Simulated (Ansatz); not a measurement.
# CH4NSi (SMILES C=N[SiH2]): levels of theory compared

Wanted: a comparison of 6 runs (UHF/3-21G, UB3LYP/6-31G*, UB2PLYP/6-31+G*, UBLYP/def2-SVP, UBLYP/pcseg-1, UPBE0/def2-SVP) of CH4NSi. 

Program for the calculation: Ansatz 0.2.0.

4 further runs of the same task are left out: 4 set aside as unsound or not needed. Runs told in other sessions of the task aren't counted.

### 1 The structure to begin with

CH4NSi has 7 atoms, charge 0, and is taken as a doublet. As SMILES, `C=N[SiH2]`. The coordinates come from a GFN2-xTB relaxation.

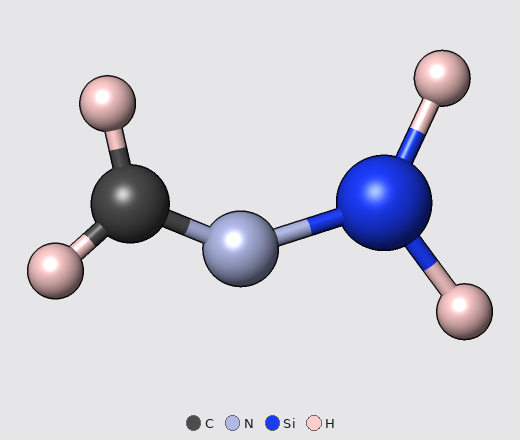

Viewed from a chosen angle; carbon dark grey, nitrogen light blue, silicon blue, hydrogen pink.

### 2 Energy and gradient at UHF/3-21G (run 1)

run.yaml

```yaml
crystal:
  periodic: [false, false, false]
  atoms:
    - symbol: C
      position_ang: [-1.243710, -0.210880, -0.669260]
    - symbol: N
      position_ang: [-0.016440, -0.432190, -0.308170]
    - symbol: Si
      position_ang: [1.178680, 0.190460, 0.630130]
    - symbol: H
      position_ang: [-1.697610, -0.908750, -1.356980]
    - symbol: H
      position_ang: [-1.844990, 0.624540, -0.331550]
    - symbol: H
      position_ang: [1.258060, 1.367600, 1.486690]
    - symbol: H
      position_ang: [2.366000, -0.630770, 0.549130]
basis:
  gaussian:
    orbitals: 3-21G.json
magnetization:
  spin_polarized: true
  initial_magnetization: 1
hamiltonian:
  xc: hf
accuracy: high
output: {forces: true, orbitals: {seedname: orbitals}}
```

The basis set 3-21G is read from a file made from the Basis Set Exchange's data (not shown).

On the command line:

```console
$ ansatz run run.yaml --threads 1 --pin off --max-ram 2610MiB --events-out events.jsonl --progress --plain --runs-dir runs
```

The log of the run:

```text
Warning: RAYON_NUM_THREADS=1 ignored (pool sized by the plan → 1); use --threads N
Functional definition: HF
  name "HF"
  exchange = exact_x
  correlation = 0
908 factors; integrals over basis functions are off by at most 7.7e-9 eV
mean field evaluation 1: about -10376.8203 eV, gradient 1.8e1 eV
mean field evaluation 2: about -10377.0945 eV, gradient 1.9e1 eV
mean field evaluation 4: about -10379.3097 eV, gradient 2.9e0 eV
mean field evaluation 8: about -10379.6457 eV, gradient 5.3e-1 eV
mean field evaluation 16: about -10379.6600 eV, gradient 2.2e-8 eV
mean field evaluation 32: about -10372.5126 eV, gradient 1.1e1 eV
mean field -10379.66000846 eV, -381.4454697248 hartree, gradient 8.1e-8 eV, S^2 0.978321; 2 other end points of the search recorded, 0 dependent functions left out
the calculation of the forces begins
reference -10379.66000846 eV, -381.4454697248 hartree; 16, 15 occupied and 23, 24 virtual orbitals, 908 factors
Total energy: -10379.66000846 eV, -381.4454697248 hartree
Atom 0 at    -1.243710    -0.210880    -0.669260 Å, force    -0.034834    -0.413317    -0.310506 eV/Å
Atom 1 at    -0.016440    -0.432190    -0.308170 Å, force    -2.347094    -0.199650    -1.135580 eV/Å
Atom 2 at     1.178680     0.190460     0.630130 Å, force     2.274708     0.230534     1.126198 eV/Å
Atom 3 at    -1.697610    -0.908750    -1.356980 Å, force    -0.162878     0.233049     0.105924 eV/Å
Atom 4 at    -1.844990     0.624540    -0.331550 Å, force     0.084456    -0.121663    -0.052224 eV/Å
Atom 5 at     1.258060     1.367600     1.486690 Å, force    -0.364385     0.405009     0.131146 eV/Å
Atom 6 at     2.366000    -0.630770     0.549130 Å, force     0.550028    -0.133962     0.135041 eV/Å
Dipole moment:    -0.223188     0.281937     0.103443 e Å
```

It took 0.8 s on 1 thread of Arm Neoverse V2, shared host.

### 3 Energy and forces at UB3LYP/6-31G(d) (Cartesian functions) (run 2)

run.yaml

```yaml
crystal:
  periodic: [false, false, false]
  atoms:
    - {symbol: C, position_ang: [-1.243710, -0.210880, -0.669260]}
    - {symbol: "N", position_ang: [-0.016440, -0.432190, -0.308170]}
    - {symbol: Si, position_ang: [1.178680, 0.190460, 0.630130]}
    - {symbol: H, position_ang: [-1.697610, -0.908750, -1.356980]}
    - {symbol: H, position_ang: [-1.844990, 0.624540, -0.331550]}
    - {symbol: H, position_ang: [1.258060, 1.367600, 1.486690]}
    - {symbol: H, position_ang: [2.366000, -0.630770, 0.549130]}
basis:
  gaussian:
    orbitals: "6-31G*"
magnetization:
  spin_polarized: true
  initial_magnetization: 1
hamiltonian:
  xc: {name: B3LYP}
accuracy: high
output:
  forces: true
  orbitals: {seedname: orbitals}
```

On the command line:

```console
$ ansatz run run.yaml --threads 1 --pin off --max-ram 2610MiB --events-out events.jsonl --progress --plain --runs-dir runs
```

The log of the run, shortened:

```text
Warning: RAYON_NUM_THREADS=1 ignored (pool sized by the plan → 1); use --threads N
Functional definition: B3LYP
  name "B3LYP"
[...]
1244 factors; integrals over basis functions are off by at most 3.2e-9 eV
[...]
mean field -10467.62137754 eV, -384.6779904159 hartree, gradient 1.3e-8 eV, S^2 0.770217; 0 other end points of the search recorded, 0 dependent functions left out
[...]
reference -10467.62141290 eV, -384.6779917154 hartree; 16, 15 occupied and 41, 42 virtual orbitals, 1244 factors
Total energy: -10467.62141290 eV, -384.6779917154 hartree
Atom 0 at    -1.243710    -0.210880    -0.669260 Å, force     0.967526    -0.256818     0.223739 eV/Å
Atom 1 at    -0.016440    -0.432190    -0.308170 Å, force    -1.332467     0.017034    -0.557578 eV/Å
Atom 2 at     1.178680     0.190460     0.630130 Å, force     0.585170    -0.216088     0.102458 eV/Å
Atom 3 at    -1.697610    -0.908750    -1.356980 Å, force    -0.345578    -0.215767    -0.291974 eV/Å
Atom 4 at    -1.844990     0.624540    -0.331550 Å, force    -0.254428     0.339798     0.132944 eV/Å
Atom 5 at     1.258060     1.367600     1.486690 Å, force    -0.183743     0.502939     0.274695 eV/Å
Atom 6 at     2.366000    -0.630770     0.549130 Å, force     0.563520    -0.171098     0.115715 eV/Å
Dipole moment:    -0.134829     0.215426     0.093801 e Å
```

Wall time 8.7 s (1 thread of Arm Neoverse V2, shared host).

Run 3 isn't shown in full; the table further down has it.

### 4 Energy and forces at UBLYP/def2-SVP (run 4)

run.yaml

```yaml
crystal:
  periodic: [false, false, false]
  atoms:
    - {symbol: C, position_ang: [-1.243710, -0.210880, -0.669260]}
    - {symbol: N, position_ang: [-0.016440, -0.432190, -0.308170]}
    - {symbol: Si, position_ang: [1.178680, 0.190460, 0.630130]}
    - {symbol: H, position_ang: [-1.697610, -0.908750, -1.356980]}
    - {symbol: H, position_ang: [-1.844990, 0.624540, -0.331550]}
    - {symbol: H, position_ang: [1.258060, 1.367600, 1.486690]}
    - {symbol: H, position_ang: [2.366000, -0.630770, 0.549130]}
basis:
  gaussian: {orbitals: def2-SVP}
magnetization: {spin_polarized: true, initial_magnetization: 1}
hamiltonian: {xc: {name: BLYP}}
accuracy: high
output: {forces: true, orbitals: {seedname: orbitals}}
```

On the command line:

```console
$ ansatz run run.yaml --threads 1 --pin off --max-ram 2610MiB --events-out events.jsonl --progress --plain --runs-dir runs
```

The log of the run, shortened:

```text
Warning: RAYON_NUM_THREADS=1 ignored (pool sized by the plan → 1); use --threads N
Functional definition: BLYP
  name "BLYP"
[...]
1444 factors; integrals over basis functions are off by at most 3.7e-9 eV
[...]
mean field -10462.03077719 eV, -384.4725396424 hartree, gradient 9.4e-8 eV, S^2 0.759398; 0 other end points of the search recorded, 0 dependent functions left out
[...]
reference -10462.03083025 eV, -384.4725415924 hartree; 16, 15 occupied and 50, 51 virtual orbitals, 1444 factors
Total energy: -10462.03083025 eV, -384.4725415924 hartree
Atom 0 at    -1.243710    -0.210880    -0.669260 Å, force     0.855282    -0.270743     0.168663 eV/Å
Atom 1 at    -0.016440    -0.432190    -0.308170 Å, force    -1.018006    -0.214197    -0.586145 eV/Å
Atom 2 at     1.178680     0.190460     0.630130 Å, force     0.753734    -0.094600     0.257888 eV/Å
Atom 3 at    -1.697610    -0.908750    -1.356980 Å, force    -0.618040    -0.574859    -0.663439 eV/Å
Atom 4 at    -1.844990     0.624540    -0.331550 Å, force    -0.581645     0.769939     0.299965 eV/Å
Atom 5 at     1.258060     1.367600     1.486690 Å, force    -0.141659     0.685240     0.419735 eV/Å
Atom 6 at     2.366000    -0.630770     0.549130 Å, force     0.750334    -0.300780     0.103333 eV/Å
Dipole moment:    -0.100947     0.184433     0.086492 e Å
```

Wall time 6.3 s (1 thread of Arm Neoverse V2, shared host).

Run 5 isn't shown in full; the table further down has it.

### 5 Energy and forces at UPBE0/def2-SVP (run 6)

molecule.yaml

```yaml
crystal:
  periodic: [false, false, false]
  atoms:
    - {symbol: C, position_ang: [-1.243710, -0.210880, -0.669260]}
    - {symbol: "N", position_ang: [-0.016440, -0.432190, -0.308170]}
    - {symbol: Si, position_ang: [1.178680, 0.190460, 0.630130]}
    - {symbol: H, position_ang: [-1.697610, -0.908750, -1.356980]}
    - {symbol: H, position_ang: [-1.844990, 0.624540, -0.331550]}
    - {symbol: H, position_ang: [1.258060, 1.367600, 1.486690]}
    - {symbol: H, position_ang: [2.366000, -0.630770, 0.549130]}
basis:
  gaussian:
    orbitals: def2-SVP
magnetization:
  spin_polarized: true
  initial_magnetization: 1
hamiltonian:
  xc: pbe0
accuracy: high
output: {forces: true, orbitals: {seedname: orbitals}}
```

On the command line:

```console
$ ansatz run molecule.yaml --threads 1 --pin off --max-ram 2610MiB --events-out events.jsonl --progress --plain --runs-dir runs
```

The log of the run, shortened:

```text
Warning: RAYON_NUM_THREADS=1 ignored (pool sized by the plan → 1); use --threads N
Functional definition: PBE0
  name "PBE0"
[...]
1444 factors; integrals over basis functions are off by at most 3.7e-9 eV
[...]
mean field -10456.64778474 eV, -384.2747183189 hartree, gradient 2.7e-8 eV, S^2 0.778281; 0 other end points of the search recorded, 0 dependent functions left out
[...]
reference -10456.64778713 eV, -384.2747184065 hartree; 16, 15 occupied and 50, 51 virtual orbitals, 1444 factors
Total energy: -10456.64778713 eV, -384.2747184065 hartree
Atom 0 at    -1.243710    -0.210880    -0.669260 Å, force     1.521143    -0.380456     0.370441 eV/Å
Atom 1 at    -0.016440    -0.432190    -0.308170 Å, force    -1.659007     0.133491    -0.612472 eV/Å
Atom 2 at     1.178680     0.190460     0.630130 Å, force     0.534452    -0.221366     0.076507 eV/Å
Atom 3 at    -1.697610    -0.908750    -1.356980 Å, force    -0.474597    -0.414889    -0.487906 eV/Å
Atom 4 at    -1.844990     0.624540    -0.331550 Å, force    -0.391474     0.567209     0.235983 eV/Å
Atom 5 at     1.258060     1.367600     1.486690 Å, force    -0.197369     0.560773     0.310059 eV/Å
Atom 6 at     2.366000    -0.630770     0.549130 Å, force     0.666854    -0.244763     0.107388 eV/Å
Dipole moment:    -0.131972     0.206489     0.088849 e Å
```

Wall time 9.3 s (1 thread of Arm Neoverse V2, shared host).

### 6 The series

```csv
run,level,Cartesian functions,frozen core orbitals,energy (Eh),dipole moment (D),HOMO energy (eV),LUMO energy (eV),wall time
1,UHF/3-21G,no,–,-381.445470,1.80,-7.69,1.97,0.8 s
2,UB3LYP/6-31G* (Cartesian functions),yes,–,-384.677992,1.30,-4.89,-2.30,8.7 s
3,UB2PLYP/6-31+G* (spherical functions),no,7,-384.417342,1.44,-5.91,-0.86,28 s
4,UBLYP/def2-SVP,no,–,-384.472542,1.09,-4.14,-3.00,6.3 s
5,UBLYP/pcseg-1,no,–,-384.615029,1.27,-4.23,-3.14,7.2 s
6,UPBE0/def2-SVP,no,–,-384.274718,1.25,-5.28,-2.08,9.3 s
```

### 7 Outcome

| quantity | value |
| --- | --- |
| run 6: total energy | -384.27472 Eh |
| run 6: dipole moment | 1.25 D |
| run 6: HOMO energy (highest over α and β) | -5.28 eV |
| run 6: LUMO energy (lowest over α and β) | -2.08 eV |
| run 6: ⟨S²⟩ | 0.778 |
| run 6: largest force on an atom | 1.773 eV/Å |

In words: The dipole moment (its size) runs from 1.09 D (UBLYP/def2-SVP) to 1.80 D (UHF/3-21G). The two ends differ in method and basis. Totals of different functionals can't be ranked against each other. Spin contamination of the reference: run 1 ⟨S²⟩ = 0.98. All runs together took 61 s, the longest 28 s.
